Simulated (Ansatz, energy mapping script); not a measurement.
**MnS in the zinc-blende structure: exchange against U, a fit and a prediction**

How does exchange in MnS in the zinc-blende structure follow U? One row of the series is withheld as a test of the fit.

Calculated with Ansatz 0.2.0; LDA+U; plane waves, U on orthogonalised atomic orbitals unless named otherwise, collinear spin, no spin–orbit coupling.

## (1) Starting point

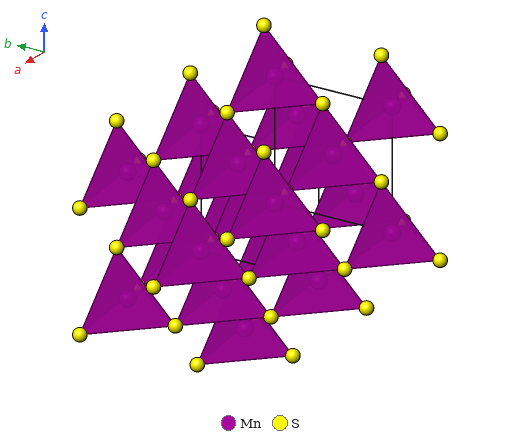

The cell as given, from a free direction (manganese purple, sulfur yellow). 2×1×1 cells are drawn. This picture shows the conventional cell, with its axes. Some periodic images of atoms are drawn too.

Structure file:

```cif
data_structure
_symmetry_space_group_name_H-M 'F-43m'
_symmetry_Int_Tables_number 216
_cell_length_a 5.6736
_cell_length_b 5.6736
_cell_length_c 5.6736
_cell_angle_alpha 90.000
_cell_angle_beta 90.000
_cell_angle_gamma 90.000
_cell_volume 182.63
loop_
_atom_site_label
_atom_site_type_symbol
_atom_site_symmetry_multiplicity
_atom_site_Wyckoff_symbol
_atom_site_fract_x
_atom_site_fract_y
_atom_site_fract_z
_atom_site_occupancy
Mn1 Mn 4 a 0.00000 0.00000 0.00000 1
S1 S 4 d 0.25000 0.25000 0.75000 1
```

This cell was built for the study (zincblende prototype, lattice guessed from radii), not taken from an experiment; the compound need not form in this structure.

The cell was relaxed beforehand in Ansatz under PBEsol with U = 4 eV on Mn d, ortho-atomic projectors, from parallel moments.

## (2) One run of the series

The input, input.yaml:

```yaml
crystal:
  lattice:
    - [0.0, -2.836777444, -2.836777444]
    - [0.0, 2.836777444, -2.836777444]
    - [5.673554888, 0.0, 0.0]
  atoms:
    - { symbol: Mn, position: [0.5, 0.5, 0.5], spin: 4.5 }
    - { symbol: Mn, position: [0.0, 0.0, 0.0], spin: -4.5 }
    - { symbol: S, position: [0.0, 0.5, 0.75] }
    - { symbol: S, position: [0.5, 0.0, 0.25] }
magnetization:
  spin_polarized: true
kpoints:
  mp_grid: { grid: [7, 7, 5] }
hamiltonian:
  xc: lda
  hubbard:
    sites:
      - { species: Mn, l: d, u_eff: 1.32 }
      - { site: 0, l: d, u_eff: 1.32, starting_ns: [{ spin: up, occupation_matrix: mn1_major }, { spin: down, occupation_matrix: mn1_minor }] }
      - { site: 1, l: d, u_eff: 1.32, starting_ns: [{ spin: up, occupation_matrix: mn1_minor }, { spin: down, occupation_matrix: mn1_major }] }
    projectors: ortho-atomic
    occupation_matrices:
      mn1_major:
        matrix:
          - [0.995, 0.0, 0.0, 0.0, 0.0]
          - [0.0, 0.991, 0.0, 0.0, 0.0]
          - [0.0, 0.0, 0.991, 0.0, 0.0]
          - [0.0, 0.0, 0.0, 0.995, 0.0]
          - [0.0, 0.0, 0.0, 0.0, 0.991]
      mn1_minor:
        matrix:
          - [0.036, 0.0, 0.0, 0.0, 0.0]
          - [0.0, 0.104, 0.0, 0.0, 0.0]
          - [0.0, 0.0, 0.104, 0.0, 0.0]
          - [0.0, 0.0, 0.0, 0.036, 0.0]
          - [0.0, 0.0, 0.0, 0.0, 0.104]
scf:
  occupations: { method: fermi_dirac, width: 0.05 }
output:
  eigenvalues: true
```

Run with:

```console
ansatz run input.yaml --threads 4 --pin off --max-ram 8192MiB --backend cpu --events-out ev --progress --plain --runs-dir out
```

Numbers of over 12 decimals in the logs are rounded to 6 here.

The log of the run:

```text
Engine: ansatz 0.2.0, aarch64-unknown-linux-gnu
Pseudopotentials: kind: paw
Pseudopotential: Mn, paw, valence charge 15, recommended cutoff 420 eV (normal), Mn.paw.azcp
Pseudopotential: S, paw, valence charge 6, recommended cutoff 420 eV (normal), S.paw.azcp
Functional definition: SPW92
  exchange = slater_x
  correlation = pw_c
Crystal: 4 atoms, lattice volume = 91.314 Å³
Basis set: ecut = 420 eV, 1787 PW (Γ)
[...]
k-point 0 ↑: bands = [... 17 lower, 3.4300, 4.9814, 5.4946, 5.4946, 7.6187, 7.9066, 8.0290, 8.4118, ... 6 higher]
  k-point 1 ↑: bands = [... 17 lower, 3.4434, 4.8749, 5.5277, 5.5277, 7.7999, 7.9768, 8.0269, 8.8050, ... 6 higher]
  k-point 2 ↑: bands = [... 17 lower, 3.4640, 4.7611, 5.5849, 5.5849, 7.8868, 8.0236, 8.3920, 8.8781, ... 6 higher]
  k-point 29 ↓: bands = [... 17 lower, 3.5170, 3.8442, 4.0732, 4.2919, 7.6220, 7.6363, 8.1307, 8.1639, ... 6 higher]
Occupation matrices written to <dir>
[key lines of the parts left out:]
SCF converged after 12 iterations
Magnetization: 0.0000 μB (21.0000 up, 21.0000 down)
Free energy (F): -9421.661145 eV
Fermi energy:    6.518454 eV
```

The job ended after 5.3 s (4 threads of Arm Neoverse V2, shared host; peak memory 0.43 GiB).

At each step 4 orders with opposed moments are measured from the parallel order and fitted to E = −Σ J e·e over ordered pairs of unit vectors. The series follows the Mn–Mn pairs, 4.01 Å apart in the run shown.

## (3) The series

| U (eV) | J (meV) | largest moment (μB) |
| --- | --- | --- |
| 1.32 | -12 | 4.26 |
| 2.64 | -8.15 | 4.31 |
| 4.4 | ? | ? |
| 5.6 | -3.44 | 4.41 |
| 8 | -1.6 | 4.46 |

Wanted: J at U = 4.4.

## (4) The fit

The simplest form of superexchange, t²/(U + Δ), with Δ an offset, makes 1/|J| a straight line in U. Fitted as straight lines, ln|J| holds these rows better than 1/|J|, so take it as an empirical form: ln|J| = a + b U.

| x | y | x − x̄ | y − ȳ | fit |
| --- | --- | --- | --- | --- |
| 1.32 | 2.485 | -3.07 | 0.913 | 2.495 |
| 2.64 | 2.098 | -1.75 | 0.526 | 2.098 |
| 5.6 | 1.235 | 1.21 | -0.337 | 1.208 |
| 8 | 0.4700 | 3.61 | -1.10 | 0.4873 |

With x̄ = 4.39 and ȳ = 1.572, least squares gives b = Σ(x − x̄)(y − ȳ)/Σ(x − x̄)² = -0.3005 and a = ȳ − b x̄ = 2.891. At x = 4.4 the line gives y = 1.569, so J = -4.80 meV.

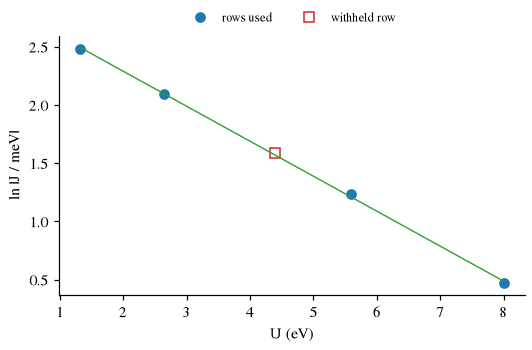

The straight-line fit, with the withheld step beside it.

## (5) Summary of results

```
J predicted by the fit : -4.80 meV
J of the withheld step : -4.91 meV
```

In words: The fit predicts -4.80 meV and the withheld step gave -4.91 meV, a miss of 0.11 meV. The line holds the rows used within 1 % of the largest J. J shrinks by a factor of 1.35 for each eV of U on average over this range. The series was picked because its coupling changes steadily. The cell was built from a prototype and relaxed; a distortion that needs a larger cell, or another structure that the compound may prefer, is not captured.

[Logs and program files are shortened in this print: banners, set-up blocks, solver, clock and traceback lines can be left out without a mark of their own.]

[Logs are printed without paths, hosts, clocks, repeated set-up lines and the standing remarks that a program may print on its own settings, such as how far it seeks lower states.]

[Hosts, paths, dates, database ids (printed as entryN), source tags and the programs' standing remarks are cut or masked in the printed files.]

[Where a cell is said to come from a database of computed structures, the database is the Materials Project.]
